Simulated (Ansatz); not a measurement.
# Calculations on C$_{3}$H$_{9}$NSi

## 1. Relaxation

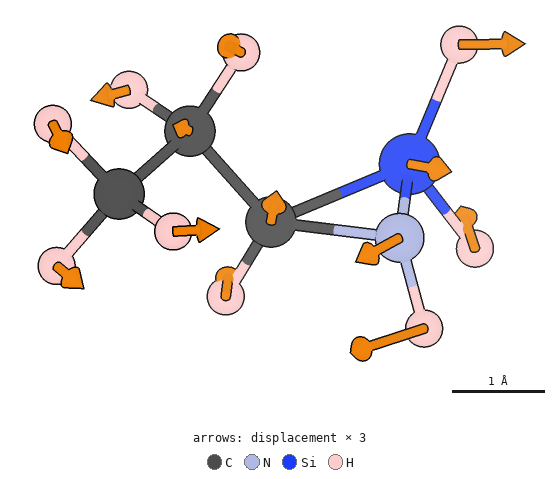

This is a relaxation of C$_{3}$H$_{9}$NSi. The starting structure is drawn; orange arrows show the displacements, 3 times their true length. The two geometries are superimposed by the best rigid fit.

The picture is a ball-and-stick view, seen at a tilt.

The run prepares an end point of a later path (hydrogen shift) calculation, from a guessed geometry.

Level of theory: RKS PBE0-D4/def2-SVP in Ansatz. Settings: no spin polarisation; force threshold 0.02 eV/Å; at most 50 steps.

Q: Which element moves most?

A: Hydrogen: up to 0.51 Å, against 0.23 Å for nitrogen.

Q: Describe the change and its energy.

A: After 9 geometry steps the energy has fallen by 23.3 kcal/mol. Largest force component: 3.9 eV/Å at the start, 0.0072 eV/Å at the end. The atom that moves furthest after the best rigid fit is an H atom (0.51 Å). By element the largest moves are H 0.51 Å, N 0.23 Å, Si 0.20 Å, C 0.16 Å. Some distances before and after: N–Si 1.657 → 1.741 Å, C–H 1.045 → 1.105 Å, H–Si 1.439 → 1.489 Å, C–H 1.147 → 1.101 Å. Among the angles between lasting bonds that change: N–Si–H 103.6° → 120.3°, Si–N–H 110.7° → 126.1°, N–Si–H 103.0° → 116.8°. The run took 20 s on 2 threads of Intel(R) Xeon(R) 6975P-C (Granite Rapids) (shared host), peak memory 0.3 GiB.

## 2. Relaxation

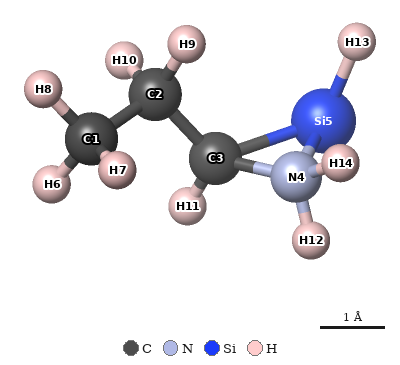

Starting structure of C3H9NSi. The picture is a ball-and-stick view, seen at a tilt.

The run prepares an end point of a later path (hydrogen shift) calculation, from a guessed geometry.

Method: RKS PBE0-D4/def2-SVP (Ansatz).

The input:
```yaml
crystal:
  periodic: [false, false, false]
  atoms:
    - { symbol: C, position_ang: [-1.6368, 0.8103, 0.7604] }
    - { symbol: C, position_ang: [-0.3201, 0.934, 0.0861] }
    - { symbol: C, position_ang: [0.0609, -0.3861, -0.4863] }
    - { symbol: "N", position_ang: [0.8958, -1.3133, 0.3483] }
    - { symbol: Si, position_ang: [1.8824, -0.7214, -0.8437] }
    - { symbol: H, position_ang: [-2.4477, 0.542, 0.0333] }
    - { symbol: H, position_ang: [-1.6499, 0.1467, 1.5854] }
    - { symbol: H, position_ang: [-1.9415, 1.8521, 1.1301] }
    - { symbol: H, position_ang: [0.4088, 1.3328, 0.8647] }
    - { symbol: H, position_ang: [-0.3596, 1.6743, -0.7016] }
    - { symbol: H, position_ang: [-0.6135, -0.7823, -1.1789] }
    - { symbol: H, position_ang: [0.6129, -2.2817, 0.139] }
    - { symbol: H, position_ang: [2.8727, 0.0531, -0.0963] }
    - { symbol: H, position_ang: [1.49975, -1.5127, 1.17116] }
basis:
  gaussian: { orbitals: def2-SVP }
hamiltonian:
  xc: pbe0
  dispersion: d4
relax:
  f_tol: 0.02
  max_steps: 50
output:
  orbitals: {}
```

Launched with:
```bash
ansatz run input.yaml --threads 2 --pin off --max-ram 3072MiB --backend cpu --events-out ev --progress --plain --runs-dir out
```

Where does the relaxation end?

Answer. Over 8 geometry steps the energy falls by 279.7 kJ/mol. The largest force component goes from 7.8 to 0.0087 eV/Å. The atom that moves furthest after the best rigid fit is H14 (0.75 Å). By element the largest moves are H 0.75 Å, Si 0.31 Å, C 0.26 Å, N 0.14 Å. Near-neighbour distances that change, for instance: N4–Si5 1.657 → 2.001 Å, Si5–H13 1.463 → 1.539 Å, C3–H11 1.045 → 1.100 Å, C1–H8 1.147 → 1.101 Å. Bond angles that change, for instance: C3–N4–H14 151.8° → 115.0°, C3–Si5–H13 117.6° → 92.1°, N4–Si5–H13 103.0° → 88.2°.

Final geometry:

```xyz
14

C    -1.5492    0.7455    0.8117
C    -0.2375    0.9203    0.0544
C     0.2739   -0.3311   -0.6154
N     0.7739   -1.3762    0.3186
Si    2.0987   -0.7822   -1.0577
H    -2.3592    0.4222    0.1385
H    -1.4619   -0.0135    1.6070
H    -1.8689    1.6835    1.2913
H     0.5487    1.3076    0.7270
H    -0.3555    1.6912   -0.7251
H    -0.4758   -0.7784   -1.2849
H     0.3182   -2.2846    0.2896
H     2.6554    0.2114   -0.0229
H     0.9032   -1.0681    1.2795
```

The end point in the same view:

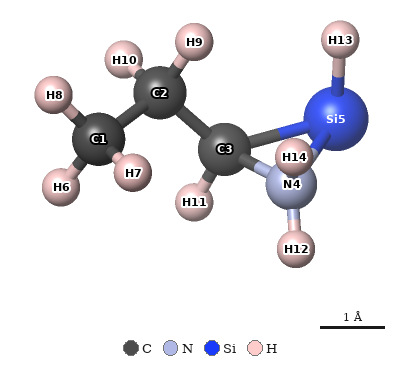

## 3. Path

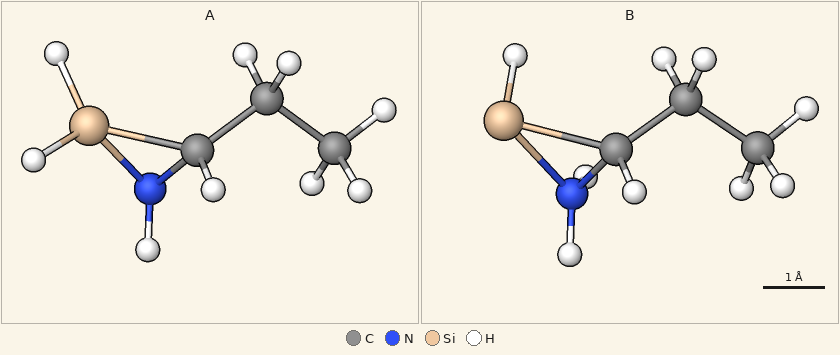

The two relaxed end points of a path for C3H9NSi. The picture is a ball-and-stick view, seen from a free direction.

All numbers below come from Ansatz, RKS PBE0-D4/def2-SVP.

Settings: 9 movable images; climbing image; force threshold 0.05 eV/Å; iteration limit 57.

Start:
```xyz
14

C    -1.6424    0.7920    0.7886
C    -0.3420    0.9902    0.0228
C     0.1763   -0.3028   -0.5657
N     0.6774   -1.2939    0.4138
Si    1.9467   -0.8321   -0.6850
H    -2.4424    0.4142    0.1308
H    -1.4963    0.0584    1.5968
H    -1.9974    1.7305    1.2416
H     0.4207    1.4135    0.6974
H    -0.4794    1.7215   -0.7921
H    -0.4797   -0.7079   -1.3567
H     0.2178   -2.1987    0.4496
H     3.0912   -0.0814   -0.1091
H     2.3364   -1.7329   -1.8040
```

End:
```xyz
14

C    -1.4440    0.6695    0.7760
C    -0.1902    0.9023   -0.0598
C     0.2624   -0.2931   -0.8613
N     0.8227   -1.4087   -0.0514
Si    2.0469   -0.7095   -1.4707
H    -2.3033    0.4008    0.1410
H    -1.3036   -0.1496    1.5009
H    -1.7214    1.5673    1.3498
H     0.6457    1.2349    0.5814
H    -0.3600    1.7321   -0.7657
H    -0.5373   -0.6858   -1.5068
H     0.3601   -2.3117   -0.1178
H     2.6845    0.1993   -0.4051
H     1.0242   -1.1771    0.9185
```

Predict the minimum-energy path and its barrier.

Answer. Forward barrier 178.1 kJ/mol, backward barrier 158.8 kJ/mol, with image 5 at the top; the reaction energy is +19.3 kJ/mol. A hydrogen atom shifts from one atom to another. Breaking: Si5–H14 (1.49 → 1.59 at the top → 2.64 Å). Forming: N4–H14 (2.80 → 1.48 at the top → 1.02 Å). The band converged in 10 iterations. The largest component of the band force went from 61 to 0.037 eV/Å. The climbing image converged on the top of the path. Its vibrational analysis gives one imaginary mode (1125i cm⁻¹), as a transition state must have.

Energies of the converged images:

```csv
image,path (Å),E (kJ/mol)
0,0.00,0.0
1,0.48,3.7
2,0.96,20.8
3,1.44,70.0
4,1.92,132.7
5,2.41,178.1
6,2.86,120.4
7,3.31,82.8
8,3.76,44.2
9,4.21,22.5
10,4.66,19.3
```

The geometry at the top of the path:

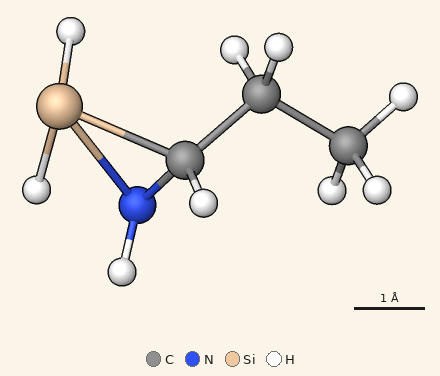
